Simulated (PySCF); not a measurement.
SMILES C=CC1CC1 (C5H8) at its GFN2-xTB optimised geometry (Å):

```
13

C     -1.6977    -1.3372     1.2100
C     -0.5478    -0.6836     1.2119
C      0.1736    -0.2728     0.0000
C      1.6811    -0.2728     0.0000
C      0.9426     1.0236     0.0000
H     -2.1880    -1.6166     0.2913
H     -2.1948    -1.6196     2.1218
H     -0.0744    -0.4154     2.1478
H     -0.3163    -0.5516    -0.9251
H      2.1880    -0.5812    -0.9014
H      2.1836    -0.5740     0.9067
H      0.9360     1.6166    -0.9016
H      0.9403     1.6100     0.9064
```

Calculation: PBE0/def2-TZVP (PySCF 2.14.0). Cells within 0.4 Å of a nucleus heavier than hydrogen are left out (blank, or x).

Map of the HOMO amplitude (bohr^(-3/2)) on the plane z = 0.0 Å; orbital energy -6.88 eV, overall sign arbitrary:

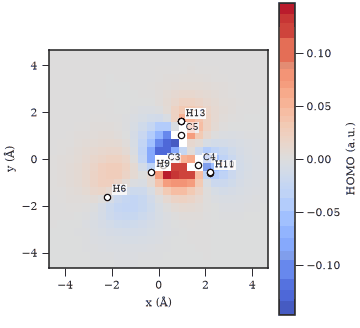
Figure. HOMO amplitude (bohr^(-3/2)) on the plane z = 0.0 Å.
